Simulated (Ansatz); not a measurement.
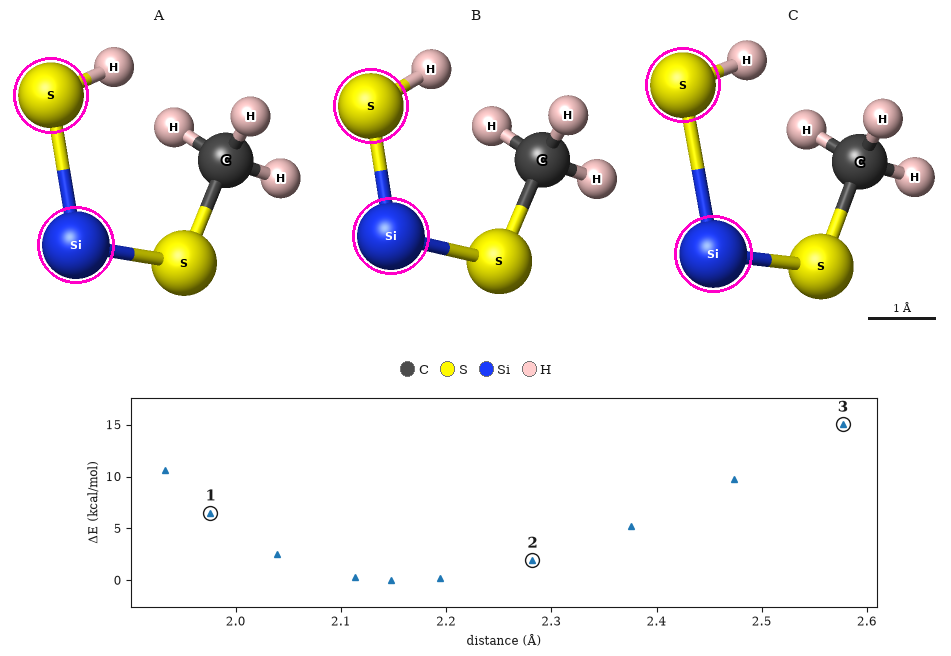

A scan of CH4S2Si: one Si–S bond length is varied, with all other coordinates relaxed. The frames are shuffled; the numbered points of the plot belong to them. The picture is a ball-and-stick view, seen from a free direction. The ringed atoms are those of the scanned coordinate.

Single-point energies from Ansatz with CCSD(T) in the def2-TZVPP basis, on geometries relaxed under the constraint at PBE0-D4/def2-TZVP. Coupled cluster with a frozen core. Energies are counted from the PBE0-D4/def2-TZVP minimum geometry at the same level.

Question: Match the frames to the points.

Answer: Point 1 is frame B (the distance 1.976 Å, 6.5 kcal/mol); 2 is frame A (the distance 2.282 Å, 1.9 kcal/mol); 3 is frame C (the distance 2.577 Å, 15.0 kcal/mol). The lowest computed point lies at the distance 2.147 Å (0.0 kcal/mol). The end points stand at 10.7 kcal/mol (1.933 Å) and 15.0 kcal/mol (2.577 Å). The curvature at the lowest point is about 14 eV/Å² (2.2 mdyn/Å). The well is steeper on the short side, as for any bond.
